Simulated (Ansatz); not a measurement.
**AlNH2F (SMILES [NH2][Al][F]) at U-revPBE/def2-TZVP**

What is the vertical doublet–quartet gap of AlNH2F at U-revPBE/def2-TZVP? 

The calculation is run with Ansatz 0.2.0.

43 further runs of the same task are left out: 43 set aside as unsound or not needed.

## (1) The molecule

AlNH2F has 5 atoms, charge 0, and is taken as a doublet. SMILES: `[NH2][Al][F]`. The coordinates come from a PBE0-D4/def2-TZVP relaxation. This is one conformer, not always the lowest.

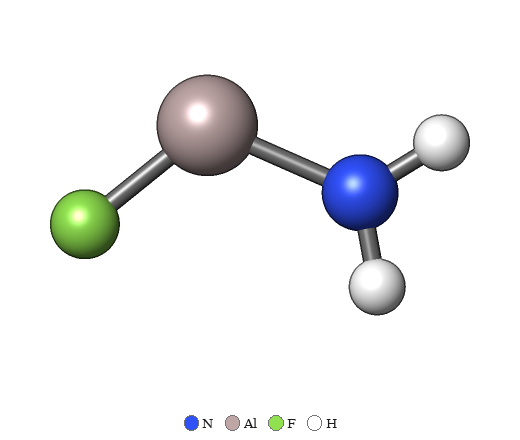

Viewed from a chosen angle; nitrogen blue, aluminium light grey, fluorine green, hydrogen white.

## (2) The energy at U-revPBE/def2-TZVP

molecule.yaml reads:

```yaml
crystal:
  periodic: [false, false, false]
  atoms:
    - {symbol: "N", position_ang: [-0.384700, 0.499000, -0.263800]}
    - {symbol: Al, position_ang: [0.632000, -0.282800, 0.949500]}
    - {symbol: F, position_ang: [1.228700, -1.786800, 0.590000]}
    - {symbol: H, position_ang: [-0.804300, 1.408300, -0.162700]}
    - {symbol: H, position_ang: [-0.621700, 0.088600, -1.154400]}
basis:
  gaussian: {orbitals: def2-TZVP}
output: {orbitals: {seedname: orbitals}}
accuracy: high
hamiltonian: {xc: {name: revPBE}}
magnetization: {spin_polarized: true, initial_magnetization: 1}
```

Launch:

```console
ansatz run molecule.yaml --threads 1 --pin off --max-ram 2610MiB --events-out events.jsonl --progress --plain --runs-dir runs
```

The program printed:

```text
Warning: RAYON_NUM_THREADS=1 ignored (pool sized by the plan → 1); use --threads N
Functional definition: revPBE
  name "revPBE"
  parameter kappa = 1.245
  parameter beta = 0.06672455060314922
  exchange = pbe_x(kappa = kappa, mu = beta*pi^2/3)
  correlation = pbe_c(beta = beta)
1848 factors; integrals over basis functions are off by at most 5.8e-9 eV
mean field evaluation 1: about -10824.4113 eV, gradient 6.0e1 eV
mean field evaluation 2: about -10757.2991 eV, gradient 1.2e2 eV
mean field evaluation 4: about -10837.3303 eV, gradient 6.5e0 eV
mean field evaluation 8: about -10837.5312 eV, gradient 1.6e-1 eV
mean field evaluation 16: about -10837.5314 eV, gradient 6.8e-5 eV
mean field -10837.53135906 eV, -398.2719315030 hartree, gradient 5.9e-8 eV, S^2 0.752347; 0 other end points of the search recorded, 0 dependent functions left out
reference -10837.53136348 eV, -398.2719316653 hartree; 16, 15 occupied and 95, 96 virtual orbitals, 1848 factors
Total energy: -10837.53136348 eV, -398.2719316653 hartree
```

It took 8.7 s on 1 thread of Arm Neoverse V1, shared host; peak memory 0.26 GiB.

## (3) The quartet

Edit molecule.yaml of step 2 so:

```diff
@@ -9,6 +9,10 @@
 basis:
-  gaussian: {orbitals: def2-TZVP}
+  gaussian:
+    orbitals: def2-TZVP
+magnetization:
+  spin_polarized: true
+  initial_magnetization: 3
+hamiltonian:
+  xc: {name: revPBE}
+accuracy: high
 output: {orbitals: {seedname: orbitals}}
-accuracy: high
-hamiltonian: {xc: {name: revPBE}}
-magnetization: {spin_polarized: true, initial_magnetization: 1}
```

Launch:

```console
ansatz run molecule.yaml --threads 1 --pin off --max-ram 2610MiB --events-out events.jsonl --progress --plain --runs-dir runs
```

The program printed, shortened:

```text
Warning: RAYON_NUM_THREADS=1 ignored (pool sized by the plan → 1); use --threads N
[... 6 set-up lines as earlier in the session ...]
1848 factors; integrals over basis functions are off by at most 5.8e-9 eV
mean field evaluation 1: about -10826.6941 eV, gradient 4.0e1 eV
mean field evaluation 2: about -10810.0160 eV, gradient 8.0e1 eV
mean field evaluation 4: about -10832.0674 eV, gradient 2.8e0 eV
mean field evaluation 8: about -10832.1105 eV, gradient 4.3e-1 eV
mean field evaluation 16: about -10832.1053 eV, gradient 4.3e-5 eV
mean field evaluation 32: about -10830.4599 eV, gradient 3.0e0 eV
mean field evaluation 64: about -10831.6022 eV, gradient 5.2e0 eV
mean field -10832.10534968 eV, -398.0725293361 hartree, gradient 2.1e-8 eV, S^2 3.753599; 4 other end points of the search recorded, 0 dependent functions left out
reference -10832.10535430 eV, -398.0725295060 hartree; 17, 14 occupied and 94, 97 virtual orbitals, 1848 factors
Total energy: -10832.10535430 eV, -398.0725295060 hartree
```

It took 16 s on 1 thread of Arm Neoverse V1, shared host; peak memory 0.31 GiB.

## (4) Summary of results

At U-revPBE/def2-TZVP:

| quantity | value |
| --- | --- |
| doublet: total energy | -398.27193 Eh |
| doublet: HOMO energy (highest over α and β) | -5.09 eV |
| doublet: LUMO energy (lowest over α and β) | -3.25 eV |
| doublet: ⟨S²⟩ | 0.752 |
| quartet: total energy | -398.07253 Eh |
| quartet: HOMO energy (highest over α and β) | -1.88 eV |
| quartet: ⟨S²⟩ | 3.754 |
| vertical energy of the quartet above the doublet | 5.426 eV |

What this shows: At this shape the quartet lies 5.43 eV (524 kJ/mol) above the doublet.
